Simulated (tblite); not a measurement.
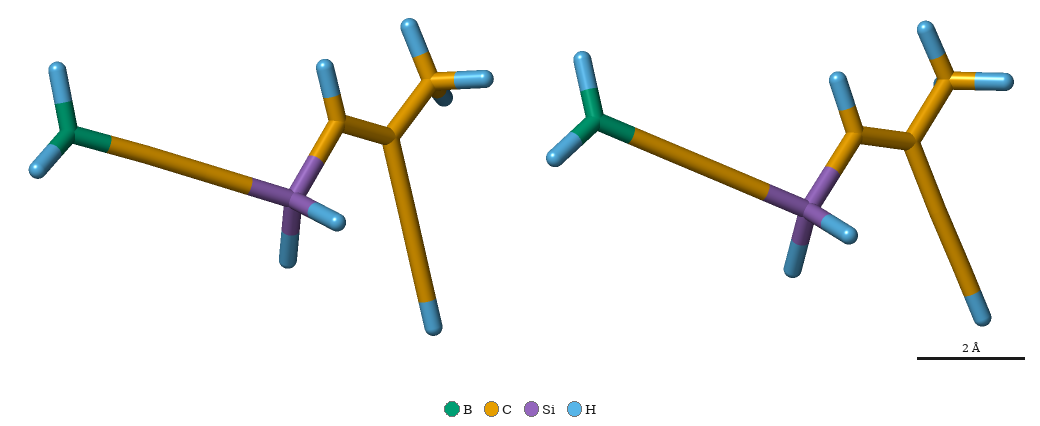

Two geometries of C$_{7}$H$_{9}$BSi, drawn at one scale. One is the start of a relaxation, the other its converged end. A stick model, seen at a tilt.

Method: GFN2-xTB geometry optimisation, gas phase (tblite). 

Question: Which geometry has the lower energy?

Answer: The right one is the relaxed one. The energy falls by 0.525 eV in 113 geometry steps. The largest move after the best rigid fit is that of an H atom, 0.58 Å. Largest moves by element: H 0.58 Å, C 0.41 Å, B 0.29 Å, Si 0.22 Å. Among the contacts that change: B–C 1.563 → 1.495 Å, C–H 1.127 → 1.090 Å, C–Si 1.844 → 1.880 Å, B–H 1.200 → 1.171 Å. Bond angles that change, for instance: Si–C–C 116.0° → 124.9°, H–B–H 115.1° → 120.7°, Si–C–H 122.7° → 117.8°. Groups turn about C–C by about 20°. Cost: 3.1 s on 1 thread of Intel(R) Xeon(R) Processor @ 2.50GHz, on a shared host.
